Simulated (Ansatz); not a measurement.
# F₃GaH₄OSi: what the fields show

Input file:

```
crystal:
  periodic: [false, false, false]
  atoms:
    - {symbol: F, position_ang: [-0.845387, -2.828187, 0.943556]}
    - {symbol: F, position_ang: [-1.094811, 0.082414, 0.220172]}
    - {symbol: F, position_ang: [-3.547971, -1.597186, 0.689026]}
    - {symbol: Ga, position_ang: [-1.838025, -1.520506, 0.355521]}
    - {symbol: O, position_ang: [-1.688229, -1.600782, -1.625792]}
    - {symbol: Si, position_ang: [-0.982925, -0.228807, -2.445407]}
    - {symbol: H, position_ang: [-1.981569, -2.353815, -2.152425]}
    - {symbol: H, position_ang: [-1.050882, -0.673113, -3.868131]}
    - {symbol: H, position_ang: [0.425084, -0.077002, -2.020931]}
    - {symbol: H, position_ang: [-1.839422, 0.958119, -2.237242]}
basis:
  gaussian:
    orbitals: def2-SVPD
hamiltonian:
  xc: {name: PBE0}
output: {forces: true, orbitals: {seedname: orbitals}}
```

Command:

```sh
ansatz run input.yaml --threads 2 --pin off --max-ram 6090MiB --events-out events.jsonl --progress --plain --runs-dir runs
```

Geometry: PBE0-D4/def2-SVP.

The calculation used isolated molecule in a Gaussian basis; Kohn-Sham density functional theory, functional PBE0 in Ansatz.

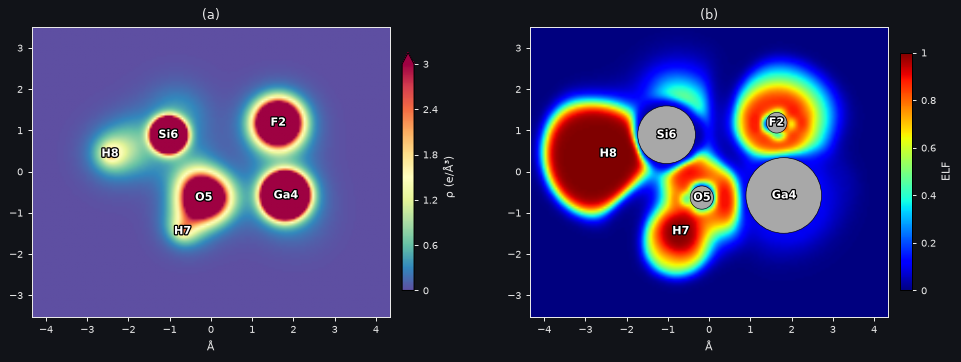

Figure 1. (a) electron density; (b) ELF on the plane of atoms Si6, O5 and H7. Grey discs cover the atomic cores in the ELF map.

**What does the map show?**

- The section cuts through F, Ga, O, Si and H sites.
- Ga–F (1.77 Å): ρ is about 0.81 e/Å³ halfway; the ELF peaks at about 0.80 in the valence shell of F, 0.6 Å from its nucleus, and is about 0.20 at the midpoint.
- Si–O (1.75 Å): the density is about 0.88 e/Å³ at the midpoint; the ELF peaks at about 0.90 between the atoms; a shared but strongly polarised pair.
- Ga–O (1.99 Å): ρ at the midpoint is about 0.52 e/Å³; the ELF peaks at about 0.90 in the valence shell of O, 0.6 Å from its nucleus, and is about 0.20 at the midpoint.
- O–H (0.96 Å): ρ at the midpoint is about 3.7 e/Å³; the ELF climbs to about 1 towards the hydrogen, as it does in any bond to H; a covalent bond by its length.
- Si–H (1.49 Å): ρ is about 0.78 e/Å³ halfway; the ELF climbs to about 1 towards the hydrogen.
- The ELF also peaks beside F2, away from the bonds: lone-pair regions.

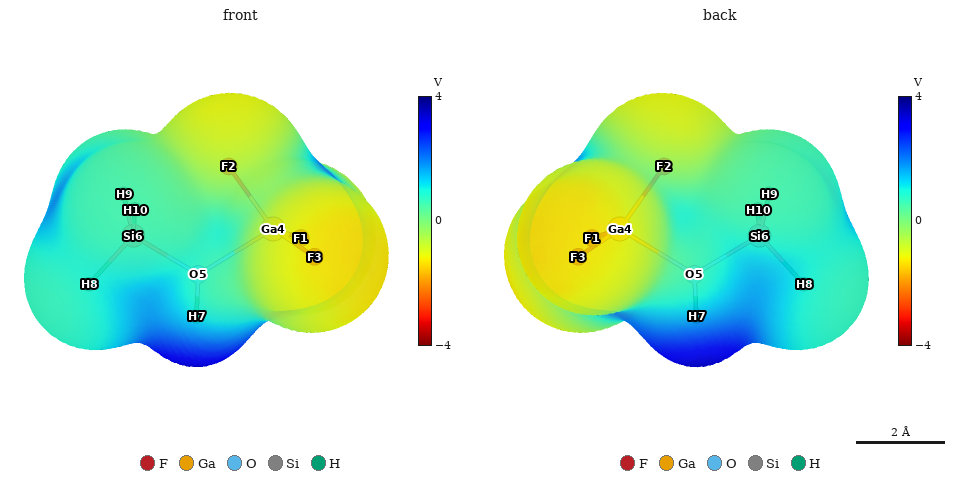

Figure 2. The electrostatic potential painted on the density surface at 0.001 e/bohr³, seen from the front and from behind; red is negative and blue positive.

**Where is the surface potential most negative and most positive?**

The most negative region (about −1.3 V) lies over F1 and F3, the most positive (about +3.4 V) over H7.

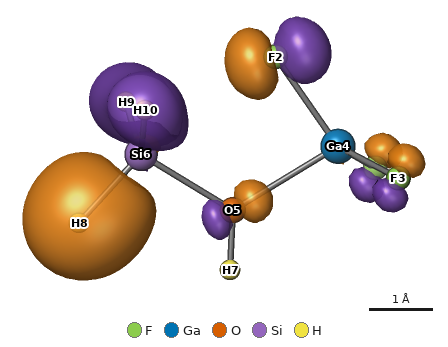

Figure 3. The HOMO−1 at ±0.15 Å⁻³ᐟ² (orange and purple are the two phases), seen across its widest extent.

**Describe this orbital and give its energy.**

Its weight (Hirshfeld) is mainly on Si6 (about 30 %), H8 (about 30 %), F2 (about 15 %), H9 (about 10 %) and H10 (about 10 %). Its energy is −10.36 eV.
